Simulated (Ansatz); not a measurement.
# One shape, several levels: C4H9Cl (1-chlorobutane)

Wanted: a comparison of 5 runs (HF/3-21G, HF/def2-SVPD, PBE0/6-31G*, wB97X/6-31+G*, CAM-B3LYP/def2-TZVP) of C4H9Cl (1-chlorobutane). 

The calculation is run with Ansatz 0.2.0.

1 further run of the same task is left out (set aside as unsound or not needed).

### 1 The structure to begin with

C4H9Cl: 14 atoms, total charge 0, spin state singlet. SMILES: `CCCCCl`. The coordinates come from a PBE0-D4/def2-TZVP relaxation. This is one conformer, not always the lowest.

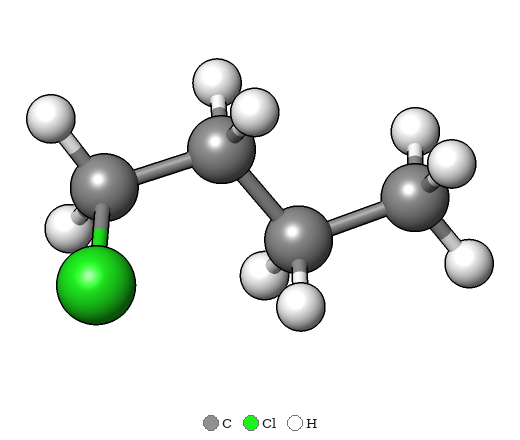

Viewed from a chosen angle; carbon grey, chlorine green, hydrogen white.

### 2 Energy and gradient at HF/3-21G (run 1)

Contents of in.yaml:

```yaml
crystal:
  periodic: [false, false, false]
  atoms:
    - symbol: C
      position_ang: [-1.524400, 0.759500, 0.972100]
    - symbol: C
      position_ang: [-0.619100, 0.408500, -0.195200]
    - symbol: C
      position_ang: [0.553200, -0.463500, 0.220100]
    - symbol: C
      position_ang: [1.473800, -0.851500, -0.912800]
    - symbol: Cl
      position_ang: [2.323200, 0.561500, -1.610000]
    - symbol: H
      position_ang: [-1.939800, -0.138700, 1.438100]
    - symbol: H
      position_ang: [-0.976300, 1.307300, 1.743600]
    - symbol: H
      position_ang: [-2.360800, 1.385100, 0.653500]
    - symbol: H
      position_ang: [-0.238300, 1.323100, -0.658700]
    - symbol: H
      position_ang: [-1.195700, -0.111200, -0.969500]
    - symbol: H
      position_ang: [1.135500, 0.036600, 1.001100]
    - symbol: H
      position_ang: [0.177600, -1.396000, 0.661200]
    - symbol: H
      position_ang: [0.925600, -1.313600, -1.734800]
    - symbol: H
      position_ang: [2.252500, -1.536300, -0.579900]
basis:
  gaussian:
    orbitals: 3-21G.json
hamiltonian:
  xc: hf
accuracy: high
output: {forces: true, orbitals: {seedname: orbitals}}
```

The basis set 3-21G is read from a file made from the Basis Set Exchange's data (not shown).

Run with:

```
$ ansatz run in.yaml --threads 1 --pin off --max-ram 2610MiB --events-out events.jsonl --progress --plain --runs-dir runs
```

The log of the run:

```text
Warning: RAYON_NUM_THREADS=1 ignored (pool sized by the plan → 1); use --threads N
[... 12 lines left out ...]
Total energy: -16684.58729366 eV, -613.1472738226 hartree
[... 14 lines left out ...]
Dipole moment:    -0.306479    -0.375526     0.248428 e Å
```

It took 1.9 s on 1 thread of Arm Neoverse V2, shared host; peak memory 0.17 GiB.

### 3 Energy and forces at HF/def2-SVPD (run 2)

Contents of in.yaml:

```yaml
basis:
  gaussian: {orbitals: def2-SVPD}
crystal:
  periodic: [false, false, false]
  atoms:
    - {symbol: C, position_ang: [-1.524400, 0.759500, 0.972100]}
    - {symbol: C, position_ang: [-0.619100, 0.408500, -0.195200]}
    - {symbol: C, position_ang: [0.553200, -0.463500, 0.220100]}
    - {symbol: C, position_ang: [1.473800, -0.851500, -0.912800]}
    - {symbol: Cl, position_ang: [2.323200, 0.561500, -1.610000]}
    - {symbol: H, position_ang: [-1.939800, -0.138700, 1.438100]}
    - {symbol: H, position_ang: [-0.976300, 1.307300, 1.743600]}
    - {symbol: H, position_ang: [-2.360800, 1.385100, 0.653500]}
    - {symbol: H, position_ang: [-0.238300, 1.323100, -0.658700]}
    - {symbol: H, position_ang: [-1.195700, -0.111200, -0.969500]}
    - {symbol: H, position_ang: [1.135500, 0.036600, 1.001100]}
    - {symbol: H, position_ang: [0.177600, -1.396000, 0.661200]}
    - {symbol: H, position_ang: [0.925600, -1.313600, -1.734800]}
    - {symbol: H, position_ang: [2.252500, -1.536300, -0.579900]}
hamiltonian: {xc: hf}
accuracy: high
output: {forces: true, orbitals: {seedname: orbitals}}
```

Run with:

```
$ ansatz run in.yaml --threads 1 --pin off --max-ram 2610MiB --events-out events.jsonl --progress --plain --runs-dir runs
```

The log of the run:

```text
Warning: RAYON_NUM_THREADS=1 ignored (pool sized by the plan → 1); use --threads N
[... 12 lines left out ...]
Total energy: -16761.51564415 eV, -615.9743385593 hartree
[... 14 lines left out ...]
Dipole moment:    -0.269068    -0.326784     0.211921 e Å
```

Wall time 23 s (1 thread of Arm Neoverse V2, shared host); peak memory 0.91 GiB.

Runs 3 to 4 aren't shown in full; the table further down has their settings and results.

### 4 Energy and gradient at CAM-B3LYP/def2-TZVP (run 5)

Contents of run.yaml:

```yaml
crystal:
  periodic: [false, false, false]
  atoms:
    - {symbol: C, position_ang: [-1.524400, 0.759500, 0.972100]}
    - {symbol: C, position_ang: [-0.619100, 0.408500, -0.195200]}
    - {symbol: C, position_ang: [0.553200, -0.463500, 0.220100]}
    - {symbol: C, position_ang: [1.473800, -0.851500, -0.912800]}
    - {symbol: Cl, position_ang: [2.323200, 0.561500, -1.610000]}
    - {symbol: H, position_ang: [-1.939800, -0.138700, 1.438100]}
    - {symbol: H, position_ang: [-0.976300, 1.307300, 1.743600]}
    - {symbol: H, position_ang: [-2.360800, 1.385100, 0.653500]}
    - {symbol: H, position_ang: [-0.238300, 1.323100, -0.658700]}
    - {symbol: H, position_ang: [-1.195700, -0.111200, -0.969500]}
    - {symbol: H, position_ang: [1.135500, 0.036600, 1.001100]}
    - {symbol: H, position_ang: [0.177600, -1.396000, 0.661200]}
    - {symbol: H, position_ang: [0.925600, -1.313600, -1.734800]}
    - {symbol: H, position_ang: [2.252500, -1.536300, -0.579900]}
basis:
  gaussian: {orbitals: def2-TZVP}
hamiltonian: {xc: {name: CAM-B3LYP}}
accuracy: high
output: {forces: true, orbitals: {seedname: orbitals}}
```

Run with:

```
$ ansatz run run.yaml --threads 1 --pin off --max-ram 2610MiB --events-out events.jsonl --progress --plain --runs-dir runs
```

The log of the run:

```text
Warning: RAYON_NUM_THREADS=1 ignored (pool sized by the plan → 1); use --threads N
[... 18 lines left out ...]
Total energy: -16817.72204512 eV, -618.0398856969 hartree
[... 14 lines left out ...]
Dipole moment:    -0.235206    -0.291603     0.186629 e Å
```

Run time: 55 s. Hardware: 1 thread of Arm Neoverse V2, shared host; peak memory 1.5 GiB.

### 5 All runs side by side

| run | level | energy (Eh) | dipole moment (D) | HOMO energy (eV) | LUMO energy (eV) | wall time |
| --- | --- | --- | --- | --- | --- | --- |
| 1 | HF/3-21G | -613.147274 | 2.62 | -11.58 | 5.76 | 1.9 s |
| 2 | HF/def2-SVPD | -615.974339 | 2.27 | -11.64 | 2.76 | 23 s |
| 3 | PBE0/6-31G* (spherical functions) | -617.682228 | 2.15 | -8.15 | 1.33 | 14 s |
| 4 | wB97X/6-31+G* (spherical functions) | -617.992943 | 2.22 | -10.74 | 2.12 | 61 s |
| 5 | CAM-B3LYP/def2-TZVP | -618.039886 | 2.01 | -9.63 | 1.88 | 55 s |

### 6 Outcome

```
                       quantity          value
            run 5: total energy  -618.03989 Eh
           run 5: dipole moment         2.01 D
             run 5: HOMO energy       -9.63 eV
             run 5: LUMO energy        1.88 eV
           run 5: HOMO–LUMO gap       11.51 eV
run 5: largest force on an atom     0.181 eV/Å
```

**Reading.** The dipole moment (its size) runs from 2.01 D (CAM-B3LYP/def2-TZVP) to 2.62 D (HF/3-21G). The two ends differ in method and basis. The HOMO–LUMO gap runs from 9.48 eV (PBE0/6-31G*) to 17.34 eV (HF/3-21G). Totals of different functionals can't be ranked against each other. All runs together took 2.6 min, the longest 61 s.
